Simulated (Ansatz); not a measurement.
# C2H5B (SMILES BC=C): r2SCAN0/6-311+G(d,p)

Aim: the electronic atomisation energy of C2H5B at r2SCAN0/6-311+G**, from 4 runs. 

The calculation is run with Ansatz 0.2.0.

50 further runs of the same task are left out: 50 set aside as unsound or not needed.

## Step 1: Starting point

C2H5B: 8 atoms, total charge 0, spin state singlet. As SMILES, `BC=C`. The shape is that of a PBE0-D4/def2-TZVP optimisation.

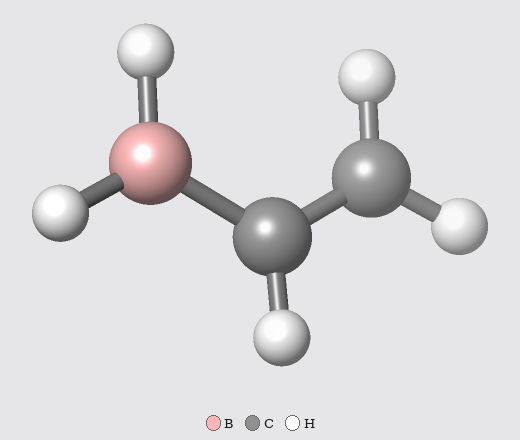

Viewed from a chosen angle; boron pink, carbon grey, hydrogen white.

## Step 2: The energy at r2SCAN0/6-311+G(d,p)

input.yaml reads:

```yaml
crystal:
  periodic: [false, false, false]
  atoms:
    - {symbol: B, position_ang: [-0.619200, 0.876300, -0.693900]}
    - {symbol: C, position_ang: [0.322000, 0.273500, 0.357500]}
    - {symbol: C, position_ang: [0.459500, -1.054300, 0.465500]}
    - {symbol: H, position_ang: [-1.226400, 0.135900, -1.414800]}
    - {symbol: H, position_ang: [-0.762800, 2.058300, -0.813400]}
    - {symbol: H, position_ang: [0.897400, 0.899500, 1.037300]}
    - {symbol: H, position_ang: [-0.092700, -1.722500, -0.189400]}
    - {symbol: H, position_ang: [1.114300, -1.523800, 1.195500]}
basis:
  gaussian:
    orbitals: 6-311+G_st__st_.json
hamiltonian:
  xc: {name: r2SCAN0}
accuracy: high
output: {orbitals: {seedname: orbitals}}
```

The basis set 6-311+G** is read from a file made from the Basis Set Exchange's data (not shown).

The run is started by

```console
ansatz run input.yaml --threads 1 --pin off --max-ram 3480MiB --events-out events.jsonl --progress --plain --runs-dir runs
```

The log of the run:

```text
Warning: RAYON_NUM_THREADS=1 ignored (pool sized by the plan → 1); use --threads N
Functional definition: r2SCAN0
  name "r2SCAN0"
  parameter a = 0.25
  parameter k0 = 0.174
  parameter k1 = 0.065
  parameter a1 = 4.9479
  exchange = (1 - a)*r2scan_x(k0 = k0, k1 = k1, a1 = a1) + a*exact_x
  correlation = r2scan_c
1914 factors; integrals over basis functions are off by at most 3.6e-9 eV
mean field evaluation 1: about -2823.9111 eV, gradient 4.5e1 eV
mean field evaluation 2: about -2823.8361 eV, gradient 4.4e1 eV
mean field evaluation 4: about -2829.0022 eV, gradient 2.0e0 eV
mean field evaluation 8: about -2829.0127 eV, gradient 1.4e-2 eV
mean field evaluation 16: about -2829.0127 eV, gradient 2.6e-7 eV
mean field -2829.01267333 eV, -103.9642981712 hartree, gradient 6.5e-8 eV, S^2 0.000000; 0 other end points of the search recorded, 0 dependent functions left out
reference -2829.01267482 eV, -103.9642982259 hartree; 11, 11 occupied and 85, 85 virtual orbitals, 1914 factors
Total energy: -2829.01267482 eV, -103.9642982259 hartree
```

Run time: 9 s. Hardware: 1 thread of Arm Neoverse V1, shared host; peak memory 0.3 GiB.

## Step 3: The B atom, same level

job.yaml reads:

```yaml
crystal:
  periodic: [false, false, false]
  atoms:
    - symbol: B
      position_ang: [0.000000, 0.000000, 0.000000]
basis:
  gaussian: {orbitals: 6-311+G_st__st_.json}
magnetization: {spin_polarized: true, initial_magnetization: 1}
hamiltonian: {xc: {name: r2SCAN0}}
accuracy: high
```

The basis set 6-311+G** is read from a file made from the Basis Set Exchange's data (not shown).

Run the same way, it converges to -24.63725 Eh (log not shown).

## Step 4: The C atom, same level

in.yaml reads:

```yaml
crystal:
  periodic: [false, false, false]
  atoms:
    - {symbol: C, position_ang: [0.000000, 0.000000, 0.000000]}
basis:
  gaussian:
    orbitals: 6-311+G_st__st_.json
magnetization:
  spin_polarized: true
  initial_magnetization: 2
hamiltonian:
  xc: {name: r2SCAN0}
accuracy: high
```

The basis set 6-311+G** is read from a file made from the Basis Set Exchange's data (not shown).

The run is started by

```console
ansatz run in.yaml --threads 1 --pin off --max-ram 3480MiB --events-out events.jsonl --progress --plain --runs-dir runs
```

The log of the run:

```text
Warning: RAYON_NUM_THREADS=1 ignored (pool sized by the plan → 1); use --threads N
Functional definition: r2SCAN0
  name "r2SCAN0"
  parameter a = 0.25
  parameter k0 = 0.174
  parameter k1 = 0.065
  parameter a1 = 4.9479
  exchange = (1 - a)*r2scan_x(k0 = k0, k1 = k1, a1 = a1) + a*exact_x
  correlation = r2scan_c
169 factors; integrals over basis functions are off by at most 2.6e-9 eV
mean field evaluation 1: about -1029.3238 eV, gradient 4.9e0 eV
mean field evaluation 2: about -1029.4408 eV, gradient 1.2e0 eV
mean field evaluation 4: about -1029.4496 eV, gradient 2.0e-2 eV
mean field evaluation 8: about -1029.4490 eV, gradient 7.7e-4 eV
mean field evaluation 16: about -1029.4490 eV, gradient 7.2e-8 eV
mean field -1029.44903866 eV, -37.8315543853 hartree, gradient 7.2e-8 eV, S^2 2.005247; 0 other end points of the search recorded, 0 dependent functions left out
reference -1029.44904193 eV, -37.8315545053 hartree; 4, 2 occupied and 18, 20 virtual orbitals, 169 factors
Total energy: -1029.44904193 eV, -37.8315545053 hartree
```

Run time: 1.1 s. Hardware: 1 thread of Arm Neoverse V1, shared host; peak memory 0.099 GiB.

## Step 5: The H atom at the same level

run.yaml reads:

```yaml
crystal:
  periodic: [false, false, false]
  atoms:
    - {symbol: H, position_ang: [0.000000, 0.000000, 0.000000]}
basis:
  gaussian: {orbitals: 6-311+G_st__st_.json}
magnetization: {spin_polarized: true, initial_magnetization: 1}
hamiltonian: {xc: {name: r2SCAN0}}
accuracy: high
```

The basis set 6-311+G** is read from a file made from the Basis Set Exchange's data (not shown).

Run the same way, it converges to -0.49987 Eh (log not shown).

## Step 6: Outcome

At r2SCAN0/6-311+G**:

```
                     quantity          value
       molecule: total energy  -103.96430 Eh
        molecule: HOMO energy       -8.65 eV
        molecule: LUMO energy       -1.95 eV
      molecule: HOMO–LUMO gap        6.69 eV
         B atom: total energy   -24.63725 Eh
                 B atom: ⟨S²⟩          0.755
         C atom: total energy   -37.83155 Eh
                 C atom: ⟨S²⟩          2.005
         H atom: total energy    -0.49987 Eh
                 H atom: ⟨S²⟩          0.750
electronic atomisation energy      31.690 eV
```

Taking the molecule apart into free atoms costs 31.69 eV (731 kcal/mol), before zero-point energy and without spin-orbit coupling.
